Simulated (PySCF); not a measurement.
**NMR shielding calculation of C₄H₁₃BSSi**

- system: C₄H₁₃BSSi
- method: GIAO PBE0/pcSseg-1 NMR shielding, non-relativistic, gas phase (PySCF 2.14.0)

The geometry comes from this level: GFN2-xTB. It belongs to a series of runs on one base structure; here: H on C replaced by CH3. Figures and captions count atoms from 1; the log counts them from 0 in places.

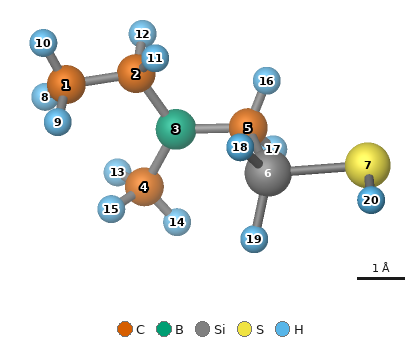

Figure 1. The structure (ball-and-stick view, seen at a tilt; atoms are numbered from 1 in the order of the input). Bond lengths as drawn: B–C 1.56 to 1.58 Å, C–C 1.53 Å, C–H 1.09 to 1.10 Å, C–Si 1.90 Å, H–S 1.32 Å, H–Si 1.46 Å and S–Si 2.16 Å.

Results in brief

| quantity | value |
| --- | --- |
| outcome | converged |
| total energy | −872.283360 hartree |
| HOMO | −7.20 eV |
| LUMO | −0.85 eV |
| dipole moment | 1.55 D |
| isotropic shielding, C | 161.1 to 175.1 ppm |
| isotropic shielding, B | 12.8 ppm |
| isotropic shielding, Si | 378.5 ppm |
| isotropic shielding, S | 766.1 ppm |
| isotropic shielding, H | 26.8 to 31.7 ppm |
| hardware | 1 CPU thread, shared host |
| wall time | 26 s |
| peak memory | 0.91 GiB |

Input file
```
{"job": {"kind": "nmr", "xc": "PBE0", "basis": "pcSseg-1"}, "charge": 0, "multiplicity": 1}
C     -2.377062     0.943995     1.000814
C     -1.194647     1.178522     0.058638
B     -0.453937    -0.104275    -0.500289
C     -1.099454    -1.537012    -0.392077
C      0.968823     0.068079    -1.126226
Si     2.251778    -0.283340     0.224772
S      4.186150     0.056118    -0.675760
H     -3.143046     0.344219     0.515303
H     -2.052983     0.420567     1.898099
H     -2.826204     1.888269     1.304235
H     -0.477186     1.839404     0.554704
H     -1.556535     1.752550    -0.802252
H     -2.057139    -1.573409    -0.910003
H     -0.477430    -2.330807    -0.799305
H     -1.317300    -1.787613     0.645217
H      1.158199     1.073298    -1.506389
H      1.164776    -0.629550    -1.942069
H      2.157502     0.626091     1.367288
H      2.243912    -1.669801     0.689432
H      4.896634    -0.264626     0.392833
```

The first line tells a small driver script what to run in PySCF; the rest is the geometry in Å.

Launched with:
```bash
OMP_NUM_THREADS=1 python <driver script> task.json out
```

The program's output
```
coarse grid: 16744 points
cycle   1  E = -872.1587072746  dE =  3.642e-01  |g| = 5.553e-01  |ddm| = 3.832e+00
cycle   2  E = -872.1425719737  dE =  1.614e-02  |g| = 6.115e-01  |ddm| = 1.130e+00
cycle   3  E = -872.2432614630  dE = -1.007e-01  |g| = 3.191e-02  |ddm| = 6.325e-01
cycle   4  E = -872.2434768126  dE = -2.153e-04  |g| = 1.851e-02  |ddm| = 6.011e-02
cycle   5  E = -872.2435667997  dE = -8.999e-05  |g| = 3.522e-03  |ddm| = 2.368e-02
cycle   6  E = -872.2435694508  dE = -2.651e-06  |g| = 1.093e-03  |ddm| = 4.353e-03
final grid: 149552 points
cycle   7  E = -872.2833381494  dE = -4.041e-05  |g| = 9.185e-03  |ddm| = 3.033e-02
cycle   8  E = -872.2833316332  dE =  6.516e-06  |g| = 1.038e-02  |ddm| = 1.768e-02
cycle   9  E = -872.2833596045  dE = -2.797e-05  |g| = 3.480e-04  |ddm| = 9.869e-03
cycle  10  E = -872.2833596311  dE = -2.662e-08  |g| = 1.265e-04  |ddm| = 5.421e-04
cycle  11  E = -872.2833596352  dE = -4.128e-09  |g| = 3.543e-05  |ddm| = 1.584e-04
cycle  12  E = -872.2833596355  dE = -2.842e-10  |g| = 9.588e-06  |ddm| = 4.073e-05
```

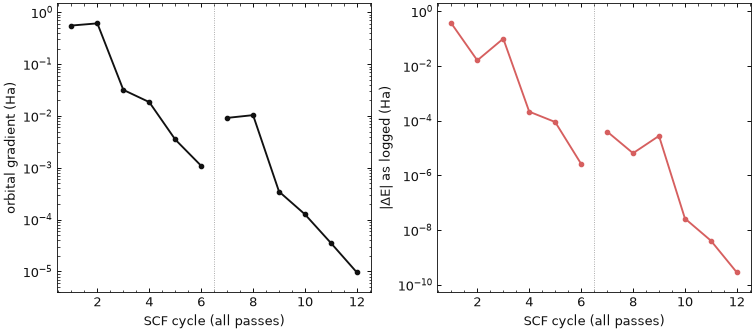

Figure 2. Convergence of the self-consistent field: orbital gradient and size of the energy change against the SCF cycle. The dotted line marks the change from a coarse to the final integration grid. The first 6 cycles use a coarse grid, the final grid takes over at cycle 7, and the field converges after 12 cycles in all.

```
converged SCF energy = -872.2833596355

GIAO shielding tensors (ppm)
atom      isotropic    diamagn.    paramagn.     s11        s22        s33       span
  0 C      175.090     246.103     -71.013    167.194    173.411    184.666     17.472
  1 C      161.330     253.230     -91.900    141.553    166.585    175.852     34.299
  2 B       12.817     189.456    -176.640    -42.103    -37.772    118.325    160.428
  3 C      173.966     254.097     -80.131    154.350    182.521    185.027     30.676
  4 C      161.122     259.671     -98.549    130.463    167.123    185.781     55.318
  5 Si     378.487     879.425    -500.938    351.147    373.767    410.547     59.400
  6 S      766.140    1055.895    -289.755    657.318    684.704    956.398    299.080
  7 H       30.544      29.974       0.570     26.155     29.585     35.892      9.737
  8 H       30.939      30.964      -0.025     27.119     29.281     36.418      9.299
  9 H       30.554      28.123       2.431     25.417     28.401     37.844     12.427
 10 H       30.154      33.973      -3.818     25.300     30.509     34.654      9.354
 11 H       30.615      31.946      -1.331     25.258     30.779     35.808     10.549
 12 H       30.751      30.960      -0.209     26.031     29.736     36.485     10.454
 13 H       30.705      32.468      -1.763     26.635     30.554     34.925      8.289
 14 H       30.981      32.411      -1.431     27.001     30.311     35.630      8.629
 15 H       30.122      33.426      -3.304     26.269     29.916     34.181      7.913
 16 H       30.064      32.530      -2.466     26.469     29.008     34.716      8.247
 17 H       26.864      30.502      -3.638     22.209     26.798     31.585      9.376
 18 H       26.775      30.225      -3.450     22.164     26.659     31.501      9.338
 19 H       31.702      28.428       3.274     23.231     27.377     44.497     21.265
```

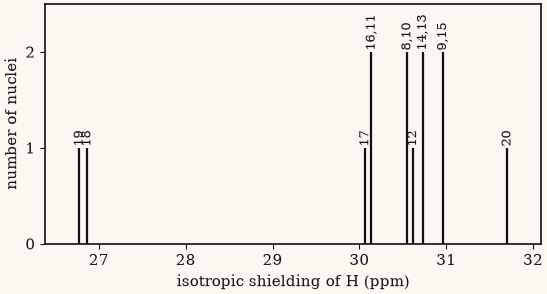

Figure 3. Isotropic shieldings of the hydrogen nuclei in this fixed geometry, labelled by atom number; shielding grows to the right, so chemical shift grows to the left. The least shielded is H19 (26.8 ppm), the most shielded H20 (31.7 ppm).

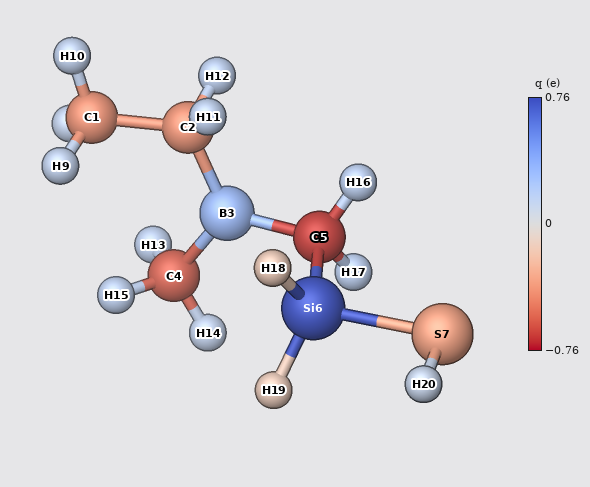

Figure 4. IAO charges, as the colour of each atom (ball-and-stick view, seen at a tilt; atoms are numbered from 1 in the order of the input). By element: C −0.67 to −0.40, B +0.32, Si +0.72, S −0.33 and H −0.13 to +0.17 e.
